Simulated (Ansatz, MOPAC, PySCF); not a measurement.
H2S (SMILES S) and CH3Cl (SMILES CCl) are pulled apart as rigid monomers along the line of their centres of mass, from the B3LYP-D3(BJ)/def2-TZVP minimum. Starting geometry (charge 0, multiplicity 1):
```xyz
8

S     -1.99327    -0.38724    -0.43805
H     -1.26360     0.64389    -0.89302
H     -0.90949    -1.01259     0.05505
C     -0.39339    -0.15447     3.08964
Cl     0.76798    -1.18637     2.18303
H     -0.78801    -0.73789     3.91567
H      0.14386     0.71508     3.45528
H     -1.18566     0.13607     2.40589
```

Interaction energies with rigid monomers; basis-set methods are counterpoise corrected unless marked otherwise.

Rows in 6-31G* carry no dispersion term and start afresh at each structure (6-31G* with six Cartesian d functions). The state that PM7 reach isn't checked; PM7 holds dispersion and hydrogen-bond terms.

Programs: Ansatz (a program for electronic structure); MOPAC for PM7 (differences of heats of formation); PySCF for 6-31G* rows, the dispersion terms. Values without a source in brackets are computed.

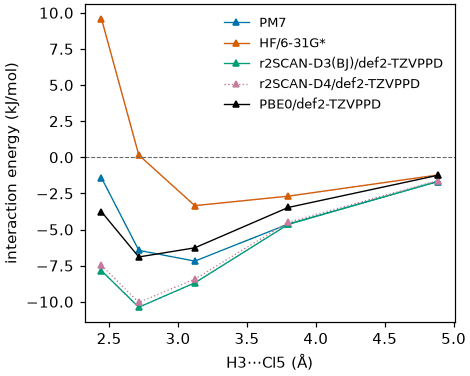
Figure: Interaction energy against separation

Which level binds most strongly at H3···Cl5 = 2.72, and by how much?

r2SCAN-D3(BJ)/def2-TZVPPD, -10 kJ/mol.
